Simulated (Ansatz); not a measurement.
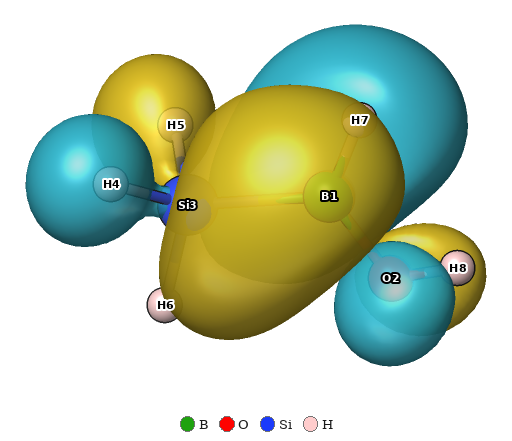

Figure. BH₅OSi. The LUMO at ±0.06 Å⁻³ᐟ² (yellow and cyan are the two phases), seen at a tilt.

Geometry: B3LYP-D4/def2-TZVP.

Level of theory: isolated molecule in a Gaussian basis; Kohn-Sham density functional theory, functional PBE0 in Ansatz 0.2.0.

The calculation's input:

```
crystal:
  periodic: [false, false, false]
  atoms:
    - symbol: B
      position_ang: [-0.033856, -0.316828, -1.257730]
    - symbol: O
      position_ang: [-0.902995, -1.208571, -1.789787]
    - symbol: Si
      position_ang: [0.034980, -0.078149, 0.754708]
    - symbol: H
      position_ang: [1.408328, -0.368657, 1.246927]
    - symbol: H
      position_ang: [-0.259453, 1.338141, 1.101434]
    - symbol: H
      position_ang: [-0.918526, -0.947321, 1.487946]
    - symbol: H
      position_ang: [0.678557, 0.314401, -1.991441]
    - symbol: H
      position_ang: [-0.875496, -1.263837, -2.752505]
basis:
  gaussian:
    orbitals: def2-TZVPD
hamiltonian:
  xc: {name: PBE0}
output: {forces: true, orbitals: {seedname: orbitals}}
```

Command:

```sh
ansatz run input.yaml --threads 2 --pin off --max-ram 4350MiB --events-out events.jsonl --progress --plain --runs-dir runs
```

Where does this orbital lie, and at what energy?

Answer. By Hirshfeld shares it lies mainly on B1 (about 50 %), Si3 (about 20 %), O2 (about 15 %) and H7 (about 5 %). Its energy is −1.13 eV.
